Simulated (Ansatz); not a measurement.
AlH₃O₂

Input

```
crystal:
  periodic: [false, false, false]
  atoms:
    - { symbol: Al, position_ang: [-0.830446, 0.966404, 0.451209] }
    - { symbol: H, position_ang: [1.486022, -0.348831, 1.214076] }
    - { symbol: O, position_ang: [1.896853, -0.191042, 0.330264] }
    - { symbol: H, position_ang: [1.235308, -0.610949, -0.241745] }
    - { symbol: O, position_ang: [-0.73907, -0.525618, -0.466424] }
    - { symbol: H, position_ang: [-1.374867, -1.088565, -0.93138] }
basis:
  gaussian: { orbitals: cc-pVDZ }
hamiltonian:
  xc: pbe0
  dispersion: d4
relax:
  f_tol: 0.03
  max_steps: 50
output:
  orbitals: {}
```

Run with:

```sh
ansatz run input.yaml --threads 1 --pin off --max-ram 2048MiB --backend cpu --events-out ev --progress --plain --runs-dir out
```

The fields are those of the run's last geometry, not of the input's.

Method: RKS PBE0-D4/cc-pVDZ (Ansatz).

**Predict the electron density and electron localisation function between the atoms.**

Al–O (1.80 Å): ρ is about 0.63 e/Å³ halfway; the ELF peaks at about 0.90 in the valence shell of O, 0.6 Å from its nucleus, and is about 0.35 at the midpoint.
O–H (0.96 Å): the density is about 3.6 e/Å³ at the midpoint; the ELF climbs to about 1 towards the hydrogen, as it does in any bond to H (a covalent bond by its length).

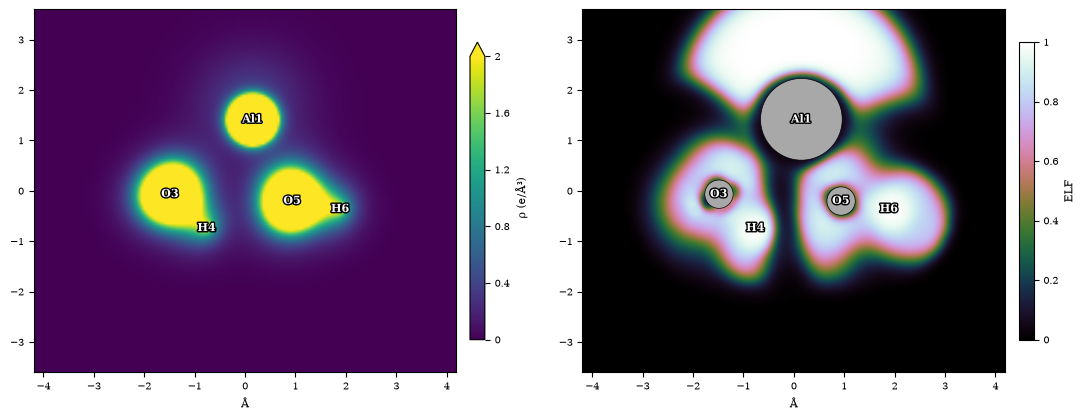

Computed electron density and electron localisation function on the plane of atoms O3, Al1 and O5, in this order. Grey discs cover the atomic cores in the ELF map. 
